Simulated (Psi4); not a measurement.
# MP2/cc-pVDZ (density fitting, density fitting for correlation, sweep point 1) run of BPH6 (SMILES [BH3-][PH3+])

What is the vertical ionisation energy of BPH6 at MP2/cc-pVDZ (density fitting, density fitting for correlation, sweep point 1)? 

The calculation is run with Psi4 1.11.

**1. The structure to begin with**

The species is BPH6 (8 atoms), meant as a singlet with charge 0. As SMILES, `[BH3-][PH3+]`. Geometry: relaxed at PBE0-D4/def2-TZVP.

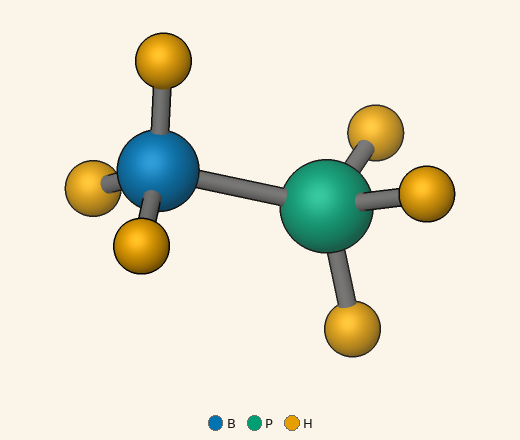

The structure, seen from a chosen angle (boron blue, phosphorus teal, hydrogen amber).

**2. A single-point energy at MP2/cc-pVDZ (density fitting, density fitting for correlation, sweep point 1)**

File bh6p.inp:

```
memory 1600 mb

molecule m {
  0 1
  B     -0.556100     0.227200    -0.914000
  P      0.433900    -0.181600     0.667700
  H     -1.693400     0.343100    -0.520100
  H     -0.367800    -0.730200    -1.628000
  H     -0.055500     1.254200    -1.309900
  H      0.418800     0.755700     1.718800
  H      1.823100    -0.380300     0.547100
  H      0.089200    -1.345200     1.382600
  symmetry c1
}

set {
  basis cc-pVDZ
  puream true
  scf_type df
  num_frozen_docc 6
}

energy("mp2")
```

Started as:

```sh
$ psi4 bh6p.inp bh6p.out -n 1
```

bh6p.out:

```text
[...]
  Running in c1 symmetry.
[...]
  Nuclear repulsion =   59.544517156228110
[...]
  Multiplicity = 1
[...]
  Nalpha       = 13
  Nbeta        = 13
[...]
    Number of basis functions: 62
[...]
   @DF-RHF iter   1:  -368.78806954761421   -3.46886e-01   4.85636e-03 ADIIS/DIIS
[...]
   @DF-RHF iter  10:  -368.87585329904641   -2.50111e-12   2.72943e-09 DIIS
[...]
    Orbital Energies [Eh]
    ---------------------
    Doubly Occupied:
       1A    -80.010120     2A     -7.553326     3A     -7.534329
       4A     -5.448088     5A     -5.448087     6A     -5.446863
       7A     -0.926643     8A     -0.694075     9A     -0.584611
      10A     -0.584584    11A     -0.438265    12A     -0.434183
      13A     -0.434168
[...]
  @DF-RHF Final Energy:  -368.87585329904641
   => Energetics <=
    Nuclear Repulsion Energy =             59.5445171562281104
    One-Electron Energy =                -625.7660551188005229
    Two-Electron Energy =                 197.3456846635260149
    Total Energy =                       -368.8758532990463550
[...]
 Multipole Moments:
 ------------------------------------------------------------------------------------
     Multipole            Electronic (a.u.)      Nuclear  (a.u.)        Total (a.u.)
 ------------------------------------------------------------------------------------
 L = 1.  Multiply by 2.5417464519 to convert [e a0] to [Debye]
 Dipole X            :          1.1665243           -0.2562415            0.9102827
 Dipole Y            :         -0.4820946            0.1061634           -0.3759312
 Dipole Z            :          1.8626921           -0.4084037            1.4542883
 Magnitude           :                                                    1.7563865
[...]
```

It took 1.5 s on 1 thread of Intel Xeon 6975P-C (Granite Rapids), shared host; peak memory 0.26 GiB.

**3. The doublet cation at the same level**

File calc.in:

```
memory 1600 mb

molecule {
  1 2
  B     -0.556100     0.227200    -0.914000
  P      0.433900    -0.181600     0.667700
  H     -1.693400     0.343100    -0.520100
  H     -0.367800    -0.730200    -1.628000
  H     -0.055500     1.254200    -1.309900
  H      0.418800     0.755700     1.718800
  H      1.823100    -0.380300     0.547100
  H      0.089200    -1.345200     1.382600
  symmetry c1
}

set globals {
  basis           cc-pVDZ
  reference       uhf
  puream          true
  scf_type        df
  num_frozen_docc 6
  maxiter         150
}

e = energy("mp2")
print_variables()
```

Started as:

```sh
$ psi4 -n 1 calc.in calc.out
```

calc.out:

```text
[...]
  Running in c1 symmetry.
[...]
  Nuclear repulsion =   59.544517156228110
[...]
  Multiplicity = 2
[...]
  Nalpha       = 13
  Nbeta        = 12
[...]
    Number of basis functions: 62
[...]
   @DF-UHF iter   1:  -368.37537582901552    6.58078e-02   4.40558e-03 DIIS/ADIIS
[...]
   @DF-UHF iter  21:  -368.49465154336360   -4.03588e-12   8.01310e-09 DIIS
[...]
   @S^2 Observed:                7.810200834E-01
[...]
    Orbital Energies [Eh]
    ---------------------
    Alpha Occupied:
       1A    -80.216376     2A     -7.846829     3A     -7.762394
       4A     -5.657464     5A     -5.657368     6A     -5.656632
       7A     -1.153355     8A     -1.008272     9A     -0.848813
      10A     -0.791709    11A     -0.768634    12A     -0.733614
      13A     -0.692202
    Alpha Virtual:
      14A     -0.048952    15A     -0.038384    16A     -0.036512
      17A     -0.001437    18A      0.024977    19A      0.024988
      20A      0.056927    21A      0.165444    22A      0.169320
      23A      0.196252    24A      0.255486    25A      0.262457
[...]
  @DF-UHF Final Energy:  -368.49465154336360
   => Energetics <=
    Nuclear Repulsion Energy =             59.5445171562281104
    One-Electron Energy =                -619.5041690650533610
    Two-Electron Energy =                 191.4650003654616341
    Total Energy =                       -368.4946515433636023
  UHF NO Occupations:
  HONO-2 :   11  A 1.9997313
  HONO-1 :   12  A 1.9850076
[...]
 Multipole Moments:
 ------------------------------------------------------------------------------------
     Multipole            Electronic (a.u.)      Nuclear  (a.u.)        Total (a.u.)
 ------------------------------------------------------------------------------------
 L = 1.  Multiply by 2.5417464519 to convert [e a0] to [Debye]
 Dipole X            :          0.1018379           -0.2562415           -0.1544036
 Dipole Y            :          0.1876475            0.1061634            0.2938109
 Dipole Z            :          0.4275159           -0.4084037            0.0191122
 Magnitude           :                                                    0.3324614
[...]
```

Wall time 1.6 s (1 thread of Intel Xeon 6975P-C (Granite Rapids), shared host); peak memory 0.26 GiB.

**4. Outcome**

Level: MP2/cc-pVDZ (density fitting, density fitting for correlation, sweep point 1), 6 core orbitals frozen.

| quantity | value |
| --- | --- |
| singlet BPH6: total energy | -369.12407 Eh |
| singlet BPH6: HOMO energy (Hartree–Fock orbitals) | -11.81 eV |
| singlet BPH6: LUMO energy (Hartree–Fock orbitals) | 3.92 eV |
| singlet BPH6: HOMO–LUMO gap (Hartree–Fock orbitals) | 15.73 eV |
| singlet BPH6: correlation energy (6 core orbitals frozen) | -248.2 mEh |
| doublet cation: total energy | -368.71619 Eh |
| doublet cation: HOMO energy (Hartree–Fock orbitals) (highest over α and β) | -18.39 eV |
| doublet cation: LUMO energy (Hartree–Fock orbitals) (lowest over α and β) | -9.02 eV |
| doublet cation: correlation energy (6 core orbitals frozen) | -221.5 mEh |
| doublet cation: ⟨S²⟩ of the reference determinant | 0.781 |
| vertical ionisation energy (to the doublet cation) | 11.099 eV |

In words: Removing an electron at fixed nuclei costs 11.10 eV (1071 kJ/mol).
